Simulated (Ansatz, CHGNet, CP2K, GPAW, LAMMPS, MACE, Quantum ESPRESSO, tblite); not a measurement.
# CP2K on amorphous Ge (61 atoms): settings against a plane-wave reference, part 3 of 3

Aim: run amorphous Ge (61 atoms) in CP2K and see how near its forces come to a plane-wave reference, and at what cost.

Program: CP2K 2026.2; the method stands at each step. Banners, paths, timers and routine set-up lines are dropped from the logs unmarked, and long logs keep their key lines alone; longer cuts are marked.

So far. Step 7 (PBE, DZVP-UZH, 244/50 Ry, diagonalisation): Against the first run (6.0 %), the force difference from the reference is 6.0 %, at 0.87 times the CPU time: the change moves forces by under 0.01 meV/Å r.m.s., so most of the difference comes from elsewhere. Step 8 (revPBE, PBE potentials, DZVP-UZH, 350/50 Ry …): Against the first run (6.0 %), the force difference from the reference is 6.2 %, at 1.0 times the CPU time; the model has changed, so this is no error of the program alone.

## 9. BLYP, DZVP-MOLOPT-SR, 350/50 Ry, diagonalisation

Method: Kohn-Sham DFT, BLYP, GTH-BLYP pseudopotentials, Gaussian and plane waves, DZVP-MOLOPT-SR-GTH, diagonalisation.

File input.inp:

```
&GLOBAL
  PROJECT cell
  RUN_TYPE ENERGY_FORCE
  PRINT_LEVEL LOW
&END GLOBAL
&FORCE_EVAL
  METHOD QS
  STRESS_TENSOR ANALYTICAL
  &DFT
    BASIS_SET_FILE_NAME BASIS_MOLOPT
    POTENTIAL_FILE_NAME GTH_POTENTIALS
    &MGRID
      CUTOFF 350
      REL_CUTOFF 50
    &END MGRID
    &QS
      EPS_DEFAULT 1.0E-12
    &END QS
    &SCF
      SCF_GUESS ATOMIC
      EPS_SCF 1.0E-06
      MAX_SCF 200
      ADDED_MOS 27
      &DIAGONALIZATION
        ALGORITHM STANDARD
      &END DIAGONALIZATION
      &SMEAR ON
        METHOD FERMI_DIRAC
        ELECTRONIC_TEMPERATURE [K] 580
      &END SMEAR
      &MIXING
        METHOD BROYDEN_MIXING
        ALPHA 0.15
        NBROYDEN 8
      &END MIXING
      &PRINT
        &RESTART OFF
        &END RESTART
      &END PRINT
    &END SCF
    &XC
      &XC_FUNCTIONAL BLYP
      &END XC_FUNCTIONAL
    &END XC
    &PRINT
      &MULLIKEN ON
      &END MULLIKEN
      &HIRSHFELD ON
        SHAPE_FUNCTION DENSITY
      &END HIRSHFELD
      &MO ON
        EIGENVALUES T
        OCCUPATION_NUMBERS T
        MO_INDEX_RANGE 111 134
        &EACH
          QS_SCF 0
        &END EACH
        ADD_LAST NUMERIC
      &END MO
    &END PRINT
  &END DFT
  &SUBSYS
    &CELL
      A 11.20750 0.00000 0.00000
      B 0.00000 11.20750 0.00000
      C 0.00000 0.00000 11.20750
    &END CELL
    &COORD
[... 61 atom lines left out: the same atoms as in the first run ...]
    &END COORD
    &KIND Ge
      BASIS_SET DZVP-MOLOPT-SR-GTH-q4
      POTENTIAL GTH-BLYP-q4
    &END KIND
  &END SUBSYS
  &PRINT
    &FORCES ON
    &END FORCES
    &STRESS_TENSOR ON
    &END STRESS_TENSOR
  &END PRINT
&END FORCE_EVAL
```

On the command line:

```sh
$ OMP_NUM_THREADS=2 cp2k.psmp -i input.inp > output.txt
```

Numbers of over 12 decimals in the logs are rounded to 6 here.

Log:

```text
CP2K| version string:                                       CP2K version 2026.2
 CP2K| Input file name                                                 input.inp
 GLOBAL| Basis set file name                                        BASIS_MOLOPT
 GLOBAL| Potential file name                                      GTH_POTENTIALS
 GLOBAL| Run type                                                   ENERGY_FORCE
 GLOBAL| Total number of message passing processes                             1
 GLOBAL| Number of threads for this process                                    2
 TOTAL NUMBERS AND MAXIMUM NUMBERS
  Total number of            - Atomic kinds:                                   1
                             - Atoms:                                         61
[... lines left out ...]
                        Smear method:                                FERMI_DIRAC
[... lines left out ...]
 Number of electrons:                                                        244
[... lines left out ...]
  Step     Update method      Time    Convergence         Total energy    Change
[... lines left out ...]
  *** SCF run converged in    18 steps ***
[... lines left out ...]
  Fermi energy:                                                 0.165122
  Total energy:                                              -237.156334
  Total energy (extrapolated to T->0):                       -237.153436
[... lines left out ...]
 MO| E(Fermi):            0.165122 a.u.          4.493195 eV
[... lines left out ...]
 !-----------------------------------------------------------------------------!
 !-----------------------------------------------------------------------------!
                           Hirshfeld Charges
  #Atom  Element  Kind  Ref Charge     Population                    Net charge
      1       Ge     1       4.000          3.994                         0.006
      2       Ge     1       4.000          3.985                         0.015
      3       Ge     1       4.000          4.008                        -0.008
[...]
60       Ge     1       4.000          4.015                        -0.015
     61       Ge     1       4.000          4.001                        -0.001
  Total Charge                                                           -0.000
 !-----------------------------------------------------------------------------!
 ENERGY| Total FORCE_EVAL ( QS ) energy [hartree]           -237.156341
 FORCES| Atomic forces [hartree/bohr]
 FORCES|   Atom     x               y               z               |f|
 FORCES|      1 -9.49199729E-03  2.37021691E-03  9.71984335E-03   1.37909860E-02
 FORCES|      2 -6.52597372E-03 -1.84050894E-03 -6.49627958E-03   9.39028511E-03
 FORCES|      3  9.87270837E-04 -1.58370937E-02  9.86354657E-03   1.86836236E-02
[...]
FORCES|     60  3.32566985E-03  1.87264389E-02  1.54614391E-02   2.45111341E-02
 FORCES|     61  5.43575766E-03  1.01087766E-02 -3.03360779E-03   1.18717143E-02
 FORCES| Sum     3.12037154E-06 -6.08859644E-07 -3.67896017E-07
 FORCES| Total atomic force                                       3.20043374E-06
 STRESS| Analytical stress tensor [bar]
 STRESS|                        x                   y                   z
 STRESS|      x        5.23391950439E+04  -1.19243219878E+04   9.91267834050E+03
 STRESS|      y       -1.19243219878E+04   5.76492345972E+04  -1.37384301876E+04
 STRESS|      z        9.91267834050E+03  -1.37384301876E+04   8.83199686412E+04
 STRESS| 1/3 Trace                                             6.61027994274E+04
```

Elapsed: 53 s, on 2 threads of Arm Neoverse V2, shared host; peak memory 1.6 GiB; 92 s of CPU time.

Compared with the plane-wave run:

| Quantity | Value |
| --- | --- |
| r.m.s. force component | 0.4257 eV/Å |
| r.m.s. difference of force components | 94.55 meV/Å |
| longest difference of force vectors | 354.7 meV/Å |
| force difference over r.m.s. force | 21.37 % |
| slope of forces against the reference's | 0.9398 |
| correlation of force components | 0.977 |
| pressure | 6.61 GPa |
| pressure difference | 2.021 GPa |

Against the first run (6.0 %), the force difference from the reference is 21 %, at 0.66 times the CPU time; the model has changed, so this is no error of the program alone.

## 10. PBE, DZVP-UZH, 175/50 Ry, diagonalisation

Method: Kohn-Sham DFT, PBE, GTH-PBE pseudopotentials, Gaussian and plane waves, DZVP-MOLOPT (UZH set), diagonalisation.

input.inp: that of step 9 with these lines changed.

```diff
@@ -9,6 +9,6 @@
   &DFT
-    BASIS_SET_FILE_NAME BASIS_MOLOPT
-    POTENTIAL_FILE_NAME GTH_POTENTIALS
+    BASIS_SET_FILE_NAME BASIS_MOLOPT_UZH
+    POTENTIAL_FILE_NAME POTENTIAL_UZH
     &MGRID
-      CUTOFF 350
+      CUTOFF 175
       REL_CUTOFF 50
@@ -41,3 +41,3 @@
     &XC
-      &XC_FUNCTIONAL BLYP
+      &XC_FUNCTIONAL PBE
       &END XC_FUNCTIONAL
@@ -67,8 +67,9 @@
     &END CELL
-    &COORD
-[... 61 atom lines left out: the same atoms as in the first run ...]
-    &END COORD
+    &TOPOLOGY
+      COORD_FILE_NAME structure.xyz
+      COORD_FILE_FORMAT XYZ
+    &END TOPOLOGY
     &KIND Ge
-      BASIS_SET DZVP-MOLOPT-SR-GTH-q4
-      POTENTIAL GTH-BLYP-q4
+      BASIS_SET DZVP-MOLOPT-PBE-GTH-q4
+      POTENTIAL GTH-PBE-q4
     &END KIND
```

File structure.xyz:

```xyz
61

[... 61 atom lines left out: the same atoms as in the first run ...]
```

Log:

```text
CP2K| version string:                                       CP2K version 2026.2
 CP2K| Input file name                                                 input.inp
 GLOBAL| Basis set file name                                    BASIS_MOLOPT_UZH
 GLOBAL| Potential file name                                       POTENTIAL_UZH
 GLOBAL| Run type                                                   ENERGY_FORCE
 GLOBAL| Total number of message passing processes                             1
 GLOBAL| Number of threads for this process                                    2
 TOTAL NUMBERS AND MAXIMUM NUMBERS
  Total number of            - Atomic kinds:                                   1
                             - Atoms:                                         61
[... lines left out ...]
                        Smear method:                                FERMI_DIRAC
[... lines left out ...]
 Number of electrons:                                                        244
[... lines left out ...]
  Step     Update method      Time    Convergence         Total energy    Change
[... lines left out ...]
  *** SCF run converged in    19 steps ***
[... lines left out ...]
  Fermi energy:                                                 0.150405
  Total energy:                                              -239.070291
  Total energy (extrapolated to T->0):                       -239.067269
[... lines left out ...]
 MO| E(Fermi):            0.150405 a.u.          4.092731 eV
[... lines left out ...]
 !-----------------------------------------------------------------------------!
 !-----------------------------------------------------------------------------!
                           Hirshfeld Charges
  #Atom  Element  Kind  Ref Charge     Population                    Net charge
      1       Ge     1       4.000          3.997                         0.003
      2       Ge     1       4.000          3.986                         0.014
      3       Ge     1       4.000          4.008                        -0.008
[...]
60       Ge     1       4.000          4.015                        -0.015
     61       Ge     1       4.000          4.000                        -0.000
  Total Charge                                                           -0.000
 !-----------------------------------------------------------------------------!
 ENERGY| Total FORCE_EVAL ( QS ) energy [hartree]           -239.070274
 FORCES| Atomic forces [hartree/bohr]
 FORCES|   Atom     x               y               z               |f|
 FORCES|      1 -6.03859461E-03  1.75050967E-03  1.03142705E-02   1.20794489E-02
 FORCES|      2 -8.11992178E-03 -1.58254553E-03 -7.38386496E-03   1.10886898E-02
 FORCES|      3  3.24251205E-03 -1.38395115E-02  8.67977875E-03   1.66548648E-02
[...]
FORCES|     60  2.06605379E-03  1.88811346E-02  1.69709648E-02   2.54711497E-02
 FORCES|     61  4.45525112E-03  1.08318616E-02 -4.24188537E-03   1.24568086E-02
 FORCES| Sum     5.38464629E-06 -1.43063697E-05 -1.42050453E-05
 FORCES| Total atomic force                                       2.08674373E-05
 STRESS| Analytical stress tensor [bar]
 STRESS|                        x                   y                   z
 STRESS|      x        4.00756330707E+04  -1.13465522138E+04   9.49643644929E+03
 STRESS|      y       -1.13465522138E+04   4.53612112186E+04  -1.29269397271E+04
 STRESS|      z        9.49643644929E+03  -1.29269397271E+04   7.64341754481E+04
 STRESS| 1/3 Trace                                             5.39570065791E+04
```

The job ended after 53 s (2 threads; peak memory 0.84 GiB; 99 s of CPU time).

Compared with the plane-wave run:

| Item | Value |
| --- | --- |
| r.m.s. force component | 0.4433 eV/Å |
| r.m.s. difference of force components | 26.75 meV/Å |
| longest difference of force vectors | 81.79 meV/Å |
| force difference over r.m.s. force | 6.045 % |
| slope of forces against the reference's | 1 |
| correlation of force components | 0.9982 |
| pressure | 5.396 GPa |
| pressure difference | 0.806 GPa |
| energy less the same-level run's | 0.0008 meV/atom |
| r.m.s. force difference from the same-level run | 0.189 meV/Å |

This is a coarse setting, run to see what it loses.

Against the first run (6.0 %), the force difference from the reference is 6.0 %, at 0.72 times the CPU time: the change moves forces by 0.19 meV/Å r.m.s., so most of the difference comes from elsewhere.

## 11. A run with a doubtful setting

input.inp: that of step 10 with these lines changed.

```diff
@@ -12,3 +12,3 @@
     &MGRID
-      CUTOFF 175
+      CUTOFF 120
       REL_CUTOFF 50
@@ -21,3 +21,3 @@
       EPS_SCF 1.0E-06
-      MAX_SCF 200
+      MAX_SCF 60
       ADDED_MOS 27
```

structure.xyz is that of step 10.

Log:

```text
CP2K| version string:                                       CP2K version 2026.2
 CP2K| Input file name                                                 input.inp
 GLOBAL| Basis set file name                                    BASIS_MOLOPT_UZH
 GLOBAL| Potential file name                                       POTENTIAL_UZH
 GLOBAL| Run type                                                   ENERGY_FORCE
 GLOBAL| Total number of message passing processes                             1
 GLOBAL| Number of threads for this process                                    2
 TOTAL NUMBERS AND MAXIMUM NUMBERS
  Total number of            - Atomic kinds:                                   1
                             - Atoms:                                         61
[... lines left out ...]
                        Smear method:                                FERMI_DIRAC
[... lines left out ...]
 Number of electrons:                                                        244
[... lines left out ...]
  Step     Update method      Time    Convergence         Total energy    Change
[... lines left out ...]
  *** SCF run converged in    19 steps ***
[... lines left out ...]
  Fermi energy:                                                 0.150405
  Total energy:                                              -239.070272
  Total energy (extrapolated to T->0):                       -239.067250
[... lines left out ...]
 MO| E(Fermi):            0.150405 a.u.          4.092734 eV
[... lines left out ...]
 !-----------------------------------------------------------------------------!
 !-----------------------------------------------------------------------------!
                           Hirshfeld Charges
  #Atom  Element  Kind  Ref Charge     Population                    Net charge
      1       Ge     1       4.000          3.997                         0.003
      2       Ge     1       4.000          3.986                         0.014
      3       Ge     1       4.000          4.008                        -0.008
[...]
60       Ge     1       4.000          4.015                        -0.015
     61       Ge     1       4.000          4.000                        -0.000
  Total Charge                                                           -0.000
 !-----------------------------------------------------------------------------!
 ENERGY| Total FORCE_EVAL ( QS ) energy [hartree]           -239.070255
 FORCES| Atomic forces [hartree/bohr]
 FORCES|   Atom     x               y               z               |f|
 FORCES|      1 -6.04106730E-03  1.73742965E-03  1.03131686E-02   1.20778559E-02
 FORCES|      2 -8.10400073E-03 -1.57171199E-03 -7.38535648E-03   1.10764885E-02
 FORCES|      3  3.22666412E-03 -1.38345842E-02  8.68846972E-03   1.66522247E-02
[...]
FORCES|     60  2.05110432E-03  1.88828557E-02  1.69824211E-02   2.54788519E-02
 FORCES|     61  4.46608243E-03  1.08205960E-02 -4.22781771E-03   1.24461092E-02
 FORCES| Sum     2.61261492E-06  2.07982947E-05  1.13218471E-04
 FORCES| Total atomic force                                       1.15142594E-04
 STRESS| Analytical stress tensor [bar]
 STRESS|                        x                   y                   z
 STRESS|      x        4.00708844449E+04  -1.13465435416E+04   9.49643904258E+03
 STRESS|      y       -1.13465435416E+04   4.53580880473E+04  -1.29270153100E+04
 STRESS|      z        9.49643904258E+03  -1.29270153100E+04   7.64361738425E+04
 STRESS| 1/3 Trace                                             5.39550487782E+04
```

The job ended after 48 s (2 threads; peak memory 0.65 GiB).

The change (cutoff 120 Ry) was meant as a doubtful one, but did little harm here.

Against the reference:

- r.m.s. difference of force components: 26.75 meV/Å
- longest difference of force vectors: 81.94 meV/Å
- force difference over r.m.s. force: 6.045 %
- slope of forces against the reference's: 0.9999
- correlation of force components: 0.9982
- energy less the same-level run's: 0.0092 meV/atom
- r.m.s. force difference from the same-level run: 0.478 meV/Å

## 12. The ladder

Differences are against the plane-wave reference, forces as r.m.s. over components; share is that over the reference's r.m.s. force, slope the least-squares factor from reference forces to these. Total energies of different programs have different zeros and aren't compared.

| run | Δ force, r.m.s. (meV/Å) | share (%) | slope | Δ pressure (GPa) | cores | CPU time | memory (GiB) |
| --- | --- | --- | --- | --- | --- | --- | --- |
| reference | - | - | - | - | 4 | 12 min | 4.1 |
| CP2K PBE, DZVP-UZH, 350/50 Ry, diagonalisation | 26.8 | 6.05 | 1.000 | 0.806 | 2 | 2.3 min | 1.6 |
| CP2K PBE, TZVP-MOLOPT (SR for Ge), 350/50 Ry, diagonalisation | 19.5 | 4.40 | 0.999 | 0.698 | 4 | 2.1 min | 3.0 |
| CP2K PBE, DZVP-MOLOPT (SR for Ge), 350/50 Ry, diagonalisation | 23.4 | 5.28 | 0.993 | 1.04 | 2 | 89 s | 1.6 |
| CP2K PBE, DZVP-UZH, 350/30 Ry, diagonalisation (coarse) | 26.8 | 6.05 | 1.000 | 0.808 | 2 | 96 s | 1.6 |
| CP2K PBE+rVV10L, DZVP-UZH, 350/50 Ry, diagonalisation | 33.7 | 7.61 | 1.004 | 0.519 | 2 | 4.9 min | 3.1 |
| CP2K PBE, DZVP-UZH, 244/50 Ry, diagonalisation (coarse) | 26.8 | 6.05 | 1.000 | 0.806 | 2 | 2 min | 1.2 |
| CP2K revPBE, PBE potentials, DZVP-UZH, 350/50 Ry, diagonalisation | 27.5 | 6.21 | 0.997 | 1.06 | 2 | 2.4 min | 1.6 |
| CP2K BLYP, DZVP-MOLOPT-SR, 350/50 Ry, diagonalisation | 94.5 | 21.4 | 0.940 | 2.02 | 2 | 92 s | 1.6 |
| CP2K PBE, DZVP-UZH, 175/50 Ry, diagonalisation (coarse) | 26.7 | 6.04 | 1.000 | 0.806 | 2 | 99 s | 0.84 |

Rows marked coarse were listed beforehand as settings not expected to be converged; some can still land near the reference.

CPU time is summed over cores on a shared host, where runs went side by side, so it is rough. Symmetry, cutoffs, thresholds, outputs and thread counts weren't matched or tuned between programs; memory under MPI is the largest rank's times the ranks.

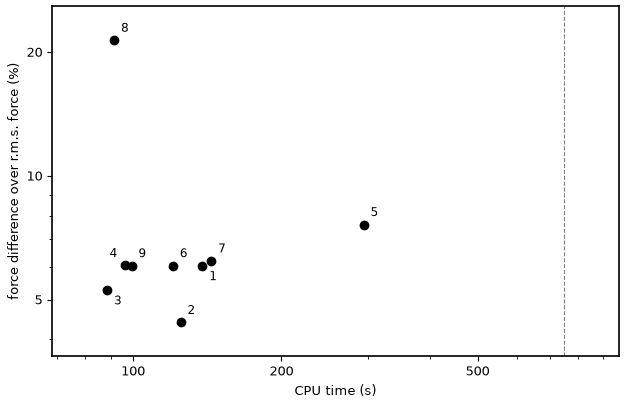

Force difference against CPU time; the dashed line marks the reference's time. Points: 1 CP2K PBE, DZVP-UZH, 350/50 Ry, diagonalisation; 2 CP2K PBE, TZVP-MOLOPT (SR for Ge), 350/50 Ry, diagonalisation; 3 CP2K PBE, DZVP-MOLOPT (SR for Ge), 350/50 Ry, diagonalisation; 4 CP2K PBE, DZVP-UZH, 350/30 Ry, diagonalisation; 5 CP2K PBE+rVV10L, DZVP-UZH, 350/50 Ry, diagonalisation; 6 CP2K PBE, DZVP-UZH, 244/50 Ry, diagonalisation; 7 CP2K revPBE, PBE potentials, DZVP-UZH, 350/50 Ry, diagonalisation; 8 CP2K BLYP, DZVP-MOLOPT-SR, 350/50 Ry, diagonalisation; 9 CP2K PBE, DZVP-UZH, 175/50 Ry, diagonalisation.

Within one program, basis, potentials and functional, energies share a zero. Each run against its twin at the usual cutoff or grid and solver:

| run | twin | Δ energy (meV/atom) | Δ force, r.m.s. (meV/Å) | CPU time over the twin's |
| --- | --- | --- | --- | --- |
| CP2K PBE, DZVP-UZH, 350/30 Ry, diagonalisation | DZVP-UZH, 350/50 Ry, diagonalisation | -0.0324 | 0.298 | 0.69 |
| CP2K PBE, DZVP-UZH, 244/50 Ry, diagonalisation | DZVP-UZH, 350/50 Ry, diagonalisation | -1.0e-4 | 0.009 | 0.87 |
| CP2K PBE, DZVP-UZH, 175/50 Ry, diagonalisation | DZVP-UZH, 350/50 Ry, diagonalisation | 8.0e-4 | 0.189 | 0.72 |

Further runs of this program without a result: CP2K GFN1-xTB, diagonalisation (not converged).

## 13. What came out

| Item | Value |
| --- | --- |
| nearest in forces | CP2K PBE, TZVP-MOLOPT (SR for Ge), 350/50 Ry, diagonalisation, 4.4 % |
| its CPU time | 2.1 min |

In words: The PBE runs in local orbitals, coarse settings apart, differ by 4.4 % (CP2K PBE, TZVP-MOLOPT (SR for Ge), 350/50 Ry, diagonalisation) to 6.0 % (CP2K PBE, DZVP-UZH, 350/50 Ry, diagonalisation); basis, grid and potentials can all enter. Rows with another functional or a dispersion term differ by 6.2 % (CP2K revPBE, PBE potentials, DZVP-UZH, 350/50 Ry, diagonalisation) to 21 % (CP2K BLYP, DZVP-MOLOPT-SR, 350/50 Ry, diagonalisation), which mixes the change of model with differences of basis and potentials, some of them made for another functional. Runs with settings chosen to be coarse differ by 6.0 % (CP2K PBE, DZVP-UZH, 175/50 Ry, diagonalisation) to 6.1 % (CP2K PBE, DZVP-UZH, 350/30 Ry, diagonalisation), their programs' other errors included. Of the electronic-structure runs that take under half the reference's CPU time, CP2K PBE, TZVP-MOLOPT (SR for Ge), 350/50 Ry, diagonalisation comes nearest, at 4.4 % in 2.1 min against 12 min. The potentials hold different valence shells: 854 electrons in the reference, 244 in CP2K with DZVP-MOLOPT; this bears on time and differences. The reference's pressure holds the uncorrected Pulay stress of its 45 Ry basis, so small pressure differences, and their order, may be the reference's own error. The quench rate of 6 K/ps is many orders above laboratory rates, so the cell is likely richer in defects and strain than a real sample. The network of bonds at the start is that of the classical potential that made the cell, and needn't be the one that DFT or experiment would give. The reference's stress is far from hydrostatic: its diagonal is 3.2, 3.7, 6.8 GPa, compression counted positive. The electronic-structure runs sample only Γ, in a cell whose shortest periodic width is 11 Å, which is coarse for a cell with partly filled levels.

[Also dropped from logs without a mark: logging warnings of Python, and SIESTA's first energy breakdown and zero terms.]

[Logs are printed without paths, hosts, clocks, repeated set-up lines and the standing remarks that a program may print on its own settings, such as how far it seeks lower states.]

[Hosts, paths, dates, database ids (printed as entryN), source tags and the programs' standing remarks are cut or masked in the printed files.]
